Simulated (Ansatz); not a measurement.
# doublet [SiH2F2]+ at 6 levels

We compute a comparison of 6 runs (U-r2SCAN/aug-cc-pVDZ, U-revPBE/aug-cc-pVDZ, UCAM-B3LYP/aug-cc-pVDZ, UPBE/aug-cc-pVDZ, RPA@PBE/aug-cc-pVDZ, UMP2/aug-cc-pVDZ) of doublet [SiH2F2]+. 

The calculation is run with Ansatz 0.2.0.

53 further runs of the same task are left out: 53 set aside as unsound or not needed.

### Step 1. Starting point

[SiH2F2]+: 5 atoms, total charge +1, spin state doublet. SMILES of the parent species: `F[SiH2]F`. Geometry: relaxed at PBE0-D4/def2-TZVP. That shape belongs to the parent species and isn't relaxed for this state.

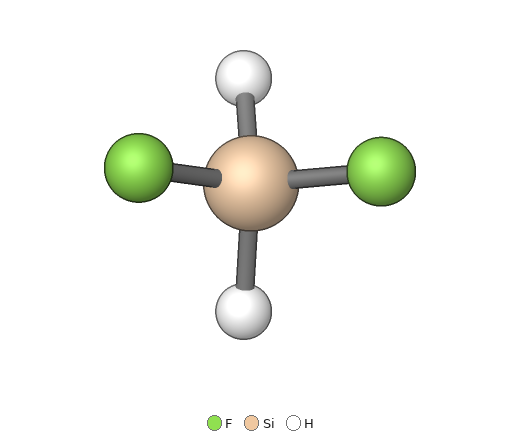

The structure, seen from a chosen angle (fluorine green, silicon light orange, hydrogen white).

### Step 2. The energy at U-r2SCAN/aug-cc-pVDZ (run 1)

molecule.yaml

```yaml
crystal:
  periodic: [false, false, false]
  atoms:
    - symbol: F
      position_ang: [-1.079010, 0.538200, 0.980720]
    - symbol: Si
      position_ang: [-0.005220, -0.000540, -0.054090]
    - symbol: F
      position_ang: [1.247630, -0.520590, 0.766910]
    - symbol: H
      position_ang: [-0.590470, -1.138740, -0.786300]
    - symbol: H
      position_ang: [0.427070, 1.121680, -0.907250]
basis:
  gaussian: {orbitals: aug-cc-pVDZ}
total_charge: 1
magnetization: {spin_polarized: true, initial_magnetization: 1}
hamiltonian: {xc: r2scan}
accuracy: high
output: {orbitals: {seedname: orbitals}}
```

Command:

```sh
ansatz run molecule.yaml --threads 1 --pin off --max-ram 3480MiB --events-out events.jsonl --progress --plain --runs-dir runs
```

The log of the run:

```text
Warning: RAYON_NUM_THREADS=1 ignored (pool sized by the plan → 1); use --threads N
Functional definition: r2SCAN
  name "r2SCAN"
  parameter k0 = 0.174
  parameter k1 = 0.065
  parameter a1 = 4.9479
  exchange = r2scan_x(k0 = k0, k1 = k1, a1 = a1)
  correlation = r2scan_c
1837 factors; integrals over basis functions are off by at most 3.7e-9 eV
mean field evaluation 1: about -13317.9512 eV, gradient 6.6e1 eV
mean field evaluation 2: about -13215.6719 eV, gradient 1.8e2 eV
mean field evaluation 4: about -13331.7332 eV, gradient 8.5e0 eV
mean field evaluation 8: about -13332.0831 eV, gradient 4.3e-2 eV
mean field evaluation 16: about -13332.0831 eV, gradient 7.8e-5 eV
mean field evaluation 32: about -13329.5852 eV, gradient 4.8e-5 eV
mean field evaluation 64: about -13332.0831 eV, gradient 1.6e-8 eV
mean field -13332.08312372 eV, -489.9450179861 hartree, gradient 1.6e-8 eV, S^2 0.761197; 4 other end points of the search recorded, 0 dependent functions left out
reference -13332.08312832 eV, -489.9450181554 hartree; 17, 16 occupied and 74, 75 virtual orbitals, 1837 factors
Total energy: -13332.08312832 eV, -489.9450181554 hartree
```

Wall time 29 s (1 thread of Intel Xeon 6975P-C (Granite Rapids), shared host); peak memory 0.41 GiB.

### Step 3. A single-point energy at U-revPBE/aug-cc-pVDZ (run 2)

molecule.yaml

```yaml
crystal:
  periodic: [false, false, false]
  atoms:
    - {symbol: F, position_ang: [-1.079010, 0.538200, 0.980720]}
    - {symbol: Si, position_ang: [-0.005220, -0.000540, -0.054090]}
    - {symbol: F, position_ang: [1.247630, -0.520590, 0.766910]}
    - {symbol: H, position_ang: [-0.590470, -1.138740, -0.786300]}
    - {symbol: H, position_ang: [0.427070, 1.121680, -0.907250]}
basis:
  gaussian:
    orbitals: aug-cc-pVDZ
total_charge: 1
accuracy: high
magnetization:
  spin_polarized: true
  initial_magnetization: 1
hamiltonian:
  xc: {name: revPBE}
output: {orbitals: {seedname: orbitals}}
```

Command:

```sh
ansatz run molecule.yaml --threads 1 --pin off --max-ram 3480MiB --events-out events.jsonl --progress --plain --runs-dir runs
```

The log of the run:

```text
Warning: RAYON_NUM_THREADS=1 ignored (pool sized by the plan → 1); use --threads N
Functional definition: revPBE
  name "revPBE"
  parameter kappa = 1.245
  parameter beta = 0.06672455060314922
  exchange = pbe_x(kappa = kappa, mu = beta*pi^2/3)
  correlation = pbe_c(beta = beta)
1837 factors; integrals over basis functions are off by at most 3.7e-9 eV
mean field evaluation 1: about -13315.8562 eV, gradient 7.0e1 eV
mean field evaluation 2: about -13123.2962 eV, gradient 2.2e2 eV
mean field evaluation 4: about -13330.5634 eV, gradient 1.4e1 eV
mean field evaluation 8: about -13331.6084 eV, gradient 3.5e-1 eV
mean field evaluation 16: about -13331.6091 eV, gradient 3.8e-5 eV
mean field evaluation 32: about -13330.6993 eV, gradient 1.0e1 eV
mean field evaluation 64: about -13331.3489 eV, gradient 7.1e0 eV
mean field -13331.60914189 eV, -489.9275994753 hartree, gradient 6.6e-8 eV, S^2 0.754671; 5 other end points of the search recorded, 0 dependent functions left out
reference -13331.60914877 eV, -489.9275997282 hartree; 17, 16 occupied and 74, 75 virtual orbitals, 1837 factors
Total energy: -13331.60914877 eV, -489.9275997282 hartree
```

Run time: 11 s. Hardware: 1 thread of Intel Xeon 6975P-C (Granite Rapids), shared host; peak memory 0.29 GiB.

Runs 3 to 5 aren't shown in full; the table further down has their settings and results.

### Step 4. The energy at UMP2/aug-cc-pVDZ (run 6)

job.yaml

```yaml
crystal:
  periodic: [false, false, false]
  atoms:
    - symbol: F
      position_ang: [-1.079010, 0.538200, 0.980720]
    - symbol: Si
      position_ang: [-0.005220, -0.000540, -0.054090]
    - symbol: F
      position_ang: [1.247630, -0.520590, 0.766910]
    - symbol: H
      position_ang: [-0.590470, -1.138740, -0.786300]
    - symbol: H
      position_ang: [0.427070, 1.121680, -0.907250]
basis:
  gaussian:
    orbitals: aug-cc-pVDZ
total_charge: 1
magnetization:
  spin_polarized: true
  initial_magnetization: 1
correlation:
  method: mp2
  frozen_orbitals: {F: 1, H: 0, Si: 5}
accuracy: high
```

Command:

```sh
ansatz run job.yaml --threads 1 --pin off --max-ram 3480MiB --events-out events.jsonl --progress --plain --runs-dir runs
```

The log of the run (excerpt; [...] marks lines left out):

```text
Warning: RAYON_NUM_THREADS=1 ignored (pool sized by the plan → 1); use --threads N
Functional definition: HF
  name "HF"
[...]
1837 factors; integrals over basis functions are off by at most 3.7e-9 eV
[...]
mean field -13296.89625703 eV, -488.6519244860 hartree, gradient 2.8e-8 eV, S^2 0.801836; 2 other end points of the search recorded, 0 dependent functions left out
7 core orbitals not correlated: weight in the atoms' cores, before any rotation towards them, 1.000 or more for the frozen orbitals, at most 0.000 for the correlated occupied ones
reference -13296.89625703 eV, -488.6519244860 hartree; 10, 9 occupied and 74, 75 virtual orbitals, 1837 factors
second order -13.64844606 eV of doubles, -0.00000000 eV of singles
Total energy: -13310.54470309 eV, -489.1534956274 hartree
```

Wall time 2.9 s (1 thread of Intel Xeon 6975P-C (Granite Rapids), shared host); peak memory 0.37 GiB.

### Step 5. Overview of the runs

```
run                   level  frozen core orbitals  energy (Eh)  HOMO energy (eV)  LUMO energy (eV)   ⟨S²⟩  wall time
  1    U-r2SCAN/aug-cc-pVDZ                     –  -489.945018            -17.68            -15.89  0.761       29 s
  2    U-revPBE/aug-cc-pVDZ                     –  -489.927600            -17.05            -15.85  0.755       11 s
  3  UCAM-B3LYP/aug-cc-pVDZ                     –  -490.001792            -20.46            -14.21  0.764        6 s
  4        UPBE/aug-cc-pVDZ                     –  -489.715162            -17.07            -15.86  0.755       11 s
  5     RPA@PBE/aug-cc-pVDZ                     7  -489.402555                 –                 –  0.755       15 s
  6        UMP2/aug-cc-pVDZ                     7  -489.153496                 –                 –  0.802      2.9 s
```

### Step 6. Summary of results

| quantity | value |
| --- | --- |
| run 6: total energy | -489.15350 Eh |
| run 6: correlation energy (7 core orbitals frozen) | -501.6 mEh |
| run 6: ⟨S²⟩ of the reference determinant | 0.802 |

In words: Totals of different functionals can't be ranked against each other. All runs together took 76 s, the longest 29 s.
